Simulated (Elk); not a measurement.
# CoNiPd2: is a spiral lower than the collinear state?

Wanted: E(q) for CoNiPd2 and its minimum.

Calculated with Elk 11.2.3 (patched build); LDA (Perdew-Wang); all-electron APW+lo, Dirac cores, scalar-relativistic bands.

The structure was built from a prototype and need not be the compound's stable phase.

### 1. Set-up

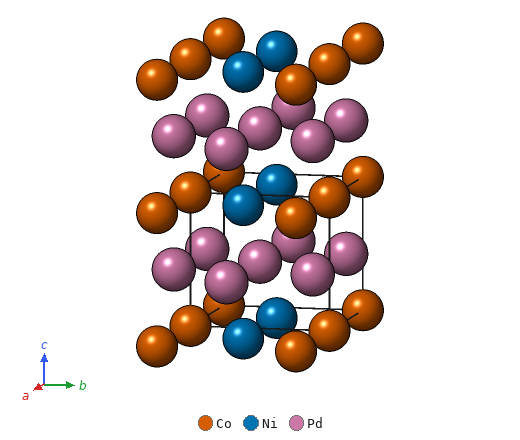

Start, viewed slightly off an axis; cobalt orange, nickel blue, palladium pink. 2×1×2 cells are drawn. Some periodic images of atoms are drawn too.

The cell is a made-up one and need not be a known phase.

### 2. Reference state

The energies of all spirals count from this run, made with the same spinor basis and mesh so that errors cancel.

The moments start as ferro ++, in the xy plane (a flat spiral, cone angle 90°).

Moments are seeded by fields in the spheres (the last three columns under atoms), set against the wanted direction and reduced each loop.

The input, elk.in:

```
tasks
  0

xctype
  3

rgkmax
  7.0

nempty
  14

swidth
  0.002

reducebf
  0.5

epsengy
  1e-06

maxscl
  100

lmaxi
  3

spinsprl
  .true.

spinpol
  .true.

vqlss
  0.000000 0.000000 0.000000

sppath
  './'

avec
  7.29788796727 0.00000000000 0.00000000000
  0.00000000000 7.29788796727 0.00000000000
  0.00000000000 0.00000000000 6.88496391177

atoms
  3
  'Co.in'
  1
  0.0000000000 0.0000000000 0.0000000000   -0.060000 0.000000 0.000000
  'Ni.in'
  1
  0.5000000000 0.5000000000 0.0000000000   -0.030000 0.000000 0.000000
  'Pd.in'
  2
  0.5000000000 0.0000000000 0.5000000000   0.000000 0.000000 0.000000
  0.0000000000 0.5000000000 0.5000000000   0.000000 0.000000 0.000000

ngridk
  8 8 8
```

Launch:

```sh
$ OMP_NUM_THREADS=4 elk
```

Numbers of over 12 decimals in the logs are rounded to 6 here.

Output:

```text
Warning(gndstate): core states of species 1 leak from the muffin-tin :   0.4909244548E-03
Warning(gndstate): core states of species 2 leak from the muffin-tin :   0.2861837711E-03

--- INFO.OUT ---
┌─────────────────────────┐
│ Elk code version 11.2.3 │
└─────────────────────────┘

All units are atomic (Hartree, Bohr, etc.)

┌─────────────────────────────────────────────────┐
│ Ground-state run starting from atomic densities │
└─────────────────────────────────────────────────┘

Lattice vectors :
   7.297887967       0.000000000       0.000000000
   0.000000000       7.297887967       0.000000000
   0.000000000       0.000000000       6.884963912

Reciprocal lattice vectors :
  0.8609594084       0.000000000       0.000000000
   0.000000000      0.8609594084       0.000000000
   0.000000000       0.000000000      0.9125952420

Unit cell volume      :    366.6874550
Brillouin zone volume :   0.6764622297

Muffin-tin inner radius fraction :   0.1000000000E-01

Nuclei treated as point charges

Species : 1 (Co)
 parameters loaded from : Co.in
 name : cobalt
 nuclear charge    :   -27.00000000
 electronic charge :    27.00000000
 atomic mass :    107428.6517
 muffin-tin radius :    2.400000000
 number of radial points in muffin-tin :    497
 inner part over the whole radius :   0.9997676968E-02
 number on inner part of muffin-tin    :    351
 approximate nuclear radius :   0.7243775530E-04
 number of mesh points to nuclear radius :    167
 atomic positions (lattice), magnetic fields (Cartesian) :
  1 :   0.00000000  0.00000000  0.00000000   -0.06000000  0.00000000  0.00000000

Species : 2 (Ni)
 parameters loaded from : Ni.in
 name : nickel
 nuclear charge    :   -28.00000000
 electronic charge :    28.00000000
 atomic mass :    106991.5231
 muffin-tin radius :    2.400000000
 number of radial points in muffin-tin :    497
 inner part over the whole radius :   0.9944305101E-02
 number on inner part of muffin-tin    :    351
 approximate nuclear radius :   0.7325707712E-04
 number of mesh points to nuclear radius :    168
 atomic positions (lattice), magnetic fields (Cartesian) :
  1 :   0.50000000  0.50000000  0.00000000   -0.03000000  0.00000000  0.00000000

Species : 3 (Pd)
 parameters loaded from : Pd.in
 name : palladium
 nuclear charge    :   -46.00000000
 electronic charge :    46.00000000
 atomic mass :    193991.7927
 muffin-tin radius :    2.555193035
 number of radial points in muffin-tin :    497
 inner part over the whole radius :   0.9995290635E-02
 number on inner part of muffin-tin    :    354
 approximate nuclear radius :   0.8586907259E-04
 number of mesh points to nuclear radius :    177
 atomic positions (lattice), magnetic fields (Cartesian) :
  1 :   0.50000000  0.00000000  0.50000000    0.00000000  0.00000000  0.00000000
  2 :   0.00000000  0.50000000  0.50000000    0.00000000  0.00000000  0.00000000

Total number of atoms per unit cell :    4
Total muffin-tin volume :    255.5738786
 ratio of muffin-tin to unit cell volume :   0.6969801531

Spin treatment :
 spin-polarised
 global magnetic field (Cartesian) :    0.000000000       0.000000000       0.000000000
 non-collinear magnetisation
 spin-spiral state assumed
  q-vector (lattice)   :    0.000000000       0.000000000       0.000000000
  q-vector (Cartesian) :    0.000000000       0.000000000       0.000000000
  q-vector length      :    0.000000000

Number of Bravais lattice symmetries :   16
Number of crystal symmetries         :   16
Crystal has inversion symmetry
Real symmetric eigensolver will be used

k-point grid :      8     8     8
k-point offset :    0.000000000       0.000000000       0.000000000
k-point set is reduced with full crystal symmetry group
Total number of k-points :       75

Muffin-tin radius times maximum |G+k| :    7.000000000
 using average radius
Maximum |G+k| for APW functions       :    2.825318792
Maximum (1/2)|G+k|²                   :    3.991213138
Maximum |G| for potential and density :    12.00000000
Constant for pseudocharge density :    8
 order of it for each species :   15  15  15
 order of it for pair densities of each species (exact exchange by exxq0 0: 15) :    9   9  10
Radial integration step length :    1

G-vector grid sizes :     28    28    27
Number of G-vectors :    10667

Maximum angular momentum used for
 APW functions            :    8
 outer part of muffin-tin :    6
 inner part of muffin-tin :    3

Total nuclear charge    :   -147.0000000
Total core charge       :    80.00000000
Total valence charge    :    67.00000000
Total excess charge     :    0.000000000
Total electronic charge :    147.0000000

Effective Wigner radius, rₛ :   0.8413241771

Number of empty states         :     56
Total number of valence states :    180
Total number of core states    :     80

Third-order local-orbitals added for an l without core states : T
Total number of local-orbitals :     80

Exchange-correlation functional :      3     0     0
 Perdew-Wang/Ceperley-Alder, Phys. Rev. B 45, 13244 (1992)
 gradient requirement :    0
 local density approximation (LDA)

Smearing type :    3
 Fermi-Dirac
Smearing width :   0.2000000000E-02
Effective electronic temperature (K) :    631.5500496

Mixing type :    3
 Broyden mixing, J. Phys. A: Math. Gen. 17, L317 (1984)

Kohn-Sham potential initialised from atomic data

┌──────────────────────────────┐
│ Self-consistent loop started │
└──────────────────────────────┘

┌─────────────────┐
│ Loop number : 1 │
└─────────────────┘

Energies :
 Fermi                       :     0.176144
 sum of occupied eigenvalues :     -7714.6045561739
 electron kinetic            :      13465.296182645
 core electron kinetic       :      12837.605225247
 Coulomb                     :     -26058.428669763
 Coulomb potential           :     -20681.351704164
 nuclear-nuclear             :     -1786.5284732128
 electron-nuclear            :     -27923.521656543
 Hartree                     :      3651.6214599934
 Madelung                    :     -15717.752817681
 xc potential                :     -498.49948721674
 xc effective B-field        :    -0.94872366240182E-02
 external B-field            :      0.000000
 exchange                    :     -383.29114950844
 correlation                 :     -13.502710330405
 electron entropic           :    -0.26270637466199E-02
 total energy                :     -12989.928974020
 (external B-field energy excluded from total)

Density of states at Fermi energy :    204.1817772
 (states/Hartree/unit cell)

Estimated indirect band gap :   0.1379353281E-03
 from k-point 71 to k-point 44
Estimated direct band gap   :   0.6510809220E-03
 at k-point 2

Charges :
 core                        :    80.00000000
[...]
nuclear-nuclear             :     -1786.5284732128
 electron-nuclear            :     -27925.705109642
 Hartree                     :      3653.0320846934
 Madelung                    :     -15718.742377291
 xc potential                :     -499.68349827972
 xc effective B-field        :    -0.11760747779372E-01
 external B-field            :      0.000000
 exchange                    :     -383.24905530225
 correlation                 :     -13.501686373662
 electron entropic           :    -0.25143036195257E-02
 total energy                :     -12990.142586504
 (external B-field energy excluded from total)

Density of states at Fermi energy :    193.3978164
 (states/Hartree/unit cell)

Estimated indirect band gap :   0.3599790255E-04
 from k-point 7 to k-point 26
Estimated direct band gap   :   0.1004433632E-02
 at k-point 23

Charges :
 core                        :    80.00000000
 valence                     :    67.00000000
 interstitial                :    4.097005017
 muffin-tins (core leakage)
  species : 1 (Co)
   atom 1                    :    28.29402306     (  0.4905619277E-03)
  species : 2 (Ni)
   atom 1                    :    28.66699469     (  0.2779909023E-03)
  species : 3 (Pd)
   atom 1                    :    42.97098862     ( -0.1104423917E-04)
   atom 2                    :    42.97098862     ( -0.1104423917E-04)
 total in muffin-tins        :    142.9029950
 total calculated charge     :    146.9978992
 total charge                :    147.0000000
 error                       :   0.2100787070E-02

Moments :
 interstitial                :  -0.5165260442E-01 -0.2741936580E-07  0.1316200926E-08
 muffin-tins
  species : 1 (Co)
   atom 1                    :   0.4426600707     -0.3011192585E-07  0.4725484169E-09
  species : 2 (Ni)
   atom 1                    :   0.3277433109     -0.3259536718E-07  0.7144269891E-09
  species : 3 (Pd)
   atom 1                    :   0.2729676919     -0.1471085899E-06  0.1681005623E-08
   atom 2                    :   0.2729676919     -0.1471085899E-06  0.1681005623E-08
 total in muffin-tins        :    1.316338765     -0.3569244727E-06  0.4548986651E-08
 total moment                :    1.264686161     -0.3843438385E-06  0.5865187577E-08

RMS change in Kohn-Sham potential (target) :   0.6699492533     (  0.1000000000E-05)
Absolute change in total energy (target)   :   0.2136124834     (  0.1000000000E-05)

[... loops 3 to 27 left out ...]

┌──────────────────┐
│ Loop number : 28 │
└──────────────────┘

Energies :
 Fermi                       :     0.256917
 sum of occupied eigenvalues :     -7705.5546662175
 electron kinetic            :      13480.506632157
 core electron kinetic       :      12838.494019902
 Coulomb                     :     -26077.500730907
 Coulomb potential           :     -20659.694877720
 nuclear-nuclear             :     -1786.5284732128
 electron-nuclear            :     -27985.860037131
 Hartree                     :      3694.8877794367
 Madelung                    :     -15747.653292047
 xc potential                :     -526.27579231993
 xc effective B-field        :    -0.90628224018150E-01
 external B-field            :      0.000000
 exchange                    :     -383.67125184374
 correlation                 :     -13.509822087066
 electron entropic           :    -0.23747869662485E-02
 total energy                :     -12994.177547468
 (external B-field energy excluded from total)

Density of states at Fermi energy :    181.3005169
 (states/Hartree/unit cell)

Estimated indirect band gap :   0.1090909328E-03
 from k-point 59 to k-point 14
Estimated direct band gap   :   0.1330883860E-02
 at k-point 14

Charges :
 core                        :    80.00000000
 valence                     :    67.00000000
 interstitial                :    3.544710102
 muffin-tins (core leakage)
  species : 1 (Co)
   atom 1                    :    26.05267219     (  0.4909244041E-03)
  species : 2 (Ni)
   atom 1                    :    27.21772681     (  0.2861837784E-03)
  species : 3 (Pd)
   atom 1                    :    45.09244545     ( -0.1104475450E-04)
   atom 2                    :    45.09244545     ( -0.1104475450E-04)
 total in muffin-tins        :    143.4552899
 total calculated charge     :    146.9978764
 total charge                :    147.0000000
 error                       :   0.2123550300E-02

Moments :
 interstitial                :  -0.7722060875E-01 -0.3520557957E-05  0.2177555647E-06
 muffin-tins
  species : 1 (Co)
   atom 1                    :    1.977617367      0.6928891079E-04  0.8616728609E-06
  species : 2 (Ni)
   atom 1                    :   0.7708722892      0.3231718733E-04 -0.1753403034E-05
  species : 3 (Pd)
   atom 1                    :   0.3317227124      0.1742561607E-04 -0.9644909429E-06
   atom 2                    :   0.3317227124      0.1742561607E-04 -0.9644909429E-06
 total in muffin-tins        :    3.411935081      0.1364573303E-03 -0.2820712059E-05
 total moment                :    3.334714473      0.1329367723E-03 -0.2602956495E-05

RMS change in Kohn-Sham potential (target) :   0.2039637136E-06 (  0.1000000000E-05)
Absolute change in total energy (target)   :   0.6128611858E-06 (  0.1000000000E-05)

Convergence targets achieved

┌──────────────────┐
│ Loop number : 29 │
└──────────────────┘

Energies :
 Fermi                       :     0.256917
 sum of occupied eigenvalues :     -7705.5546698519
 electron kinetic            :      13480.506631853
 core electron kinetic       :      12838.494016803
 Coulomb                     :     -26077.500734117
 Coulomb potential           :     -20659.694874247
 nuclear-nuclear             :     -1786.5284732128
 electron-nuclear            :     -27985.860047275
 Hartree                     :      3694.8877863714
 Madelung                    :     -15747.653296993
 xc potential                :     -526.27579933494
 xc effective B-field        :    -0.90628048369649E-01
 external B-field            :      0.000000
 exchange                    :     -383.67125198013
 correlation                 :     -13.509822104924
 electron entropic           :    -0.23747842480263E-02
 total energy                :     -12994.177551133
 (external B-field energy excluded from total)

Density of states at Fermi energy :    181.3003011
 (states/Hartree/unit cell)

Estimated indirect band gap :   0.1091405491E-03
 from k-point 59 to k-point 14
Estimated direct band gap   :   0.1330851464E-02
 at k-point 14

Charges :
 core                        :    80.00000000
 valence                     :    67.00000000
 interstitial                :    3.544710000
 muffin-tins (core leakage)
  species : 1 (Co)
   atom 1                    :    26.05267141     (  0.4909244548E-03)
  species : 2 (Ni)
   atom 1                    :    27.21772761     (  0.2861837711E-03)
  species : 3 (Pd)
   atom 1                    :    45.09244549     ( -0.1104475546E-04)
   atom 2                    :    45.09244549     ( -0.1104475546E-04)
 total in muffin-tins        :    143.4552900
 total calculated charge     :    146.9978764
 total charge                :    147.0000000
 error                       :   0.2123550284E-02

Moments :
 interstitial                :  -0.7722117964E-01 -0.3641812618E-05  0.2191227480E-06
 muffin-tins
  species : 1 (Co)
   atom 1                    :    1.977614527      0.7247695761E-04  0.8757437200E-06
  species : 2 (Ni)
   atom 1                    :   0.7708715036      0.3350822703E-04 -0.1774986424E-05
  species : 3 (Pd)
   atom 1                    :   0.3317248861      0.1795337976E-04 -0.9656176210E-06
   atom 2                    :   0.3317248861      0.1795337976E-04 -0.9656176210E-06
 total in muffin-tins        :    3.411935803      0.1418919442E-03 -0.2830477946E-05
 total moment                :    3.334714623      0.1382501315E-03 -0.2611355198E-05

┌──────────────────────────────┐
│ Self-consistent loop stopped │
└──────────────────────────────┘

Warning : core states of species 1 leak from the muffin-tin :   0.4909244548E-03

Warning : core states of species 2 leak from the muffin-tin :   0.2861837711E-03

Wrote STATE.OUT
```

Run time: 9.1 min. Hardware: 4 threads of Arm Neoverse V1, shared host; peak memory 0.44 GiB; 36 min of CPU time.

Spin moment in the muffin-tin sphere by atom:

| atom | x (μB) | y (μB) | z (μB) | size |
| --- | --- | --- | --- | --- |
| Co1 | 1.98 | 0.00 | 0.00 | 1.98 |
| Ni2 | 0.77 | 0.00 | 0.00 | 0.77 |
| Pd3 | 0.33 | 0.00 | 0.00 | 0.33 |
| Pd4 | 0.33 | 0.00 | 0.00 | 0.33 |

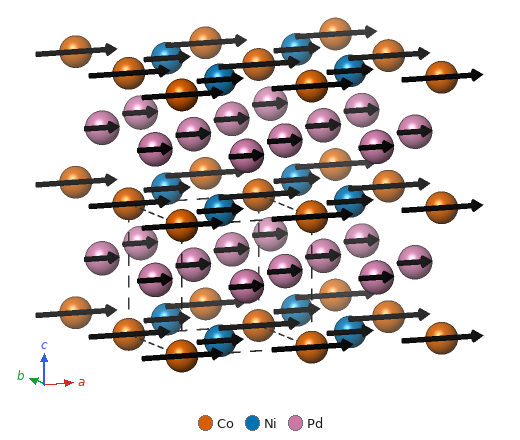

Spin moment in the muffin-tin sphere as arrows, the longest 1.98 μB. Each arrow also spans its atom, so small moments look longer than they are. 2×2×2 cells are drawn. Some periodic images of atoms are drawn too.

Read from the output:

```yaml
density_of_states_at_the_fermi_level: 6.663 states/eV/cell
moment_between_the_spheres: -0.07722, 0, 0 μB
magnetization: 3.335, 0, 0 μB
final_state: ferromagnetic
```

After 29 cycles the largest moment stands at 1.98 μB.

[end of part 1 of 2]

[Logs and program files are shortened in this print: banners, set-up blocks, solver, clock and traceback lines can be left out without a mark of their own.]

[Logs are printed without paths, hosts, clocks, repeated set-up lines and the standing remarks that a program may print on its own settings, such as how far it seeks lower states.]

[Hosts, paths, dates, database ids (printed as entryN), source tags and the programs' standing remarks are cut or masked in the printed files.]

[Where a cell is said to come from a database of computed structures, the database is the Materials Project.]
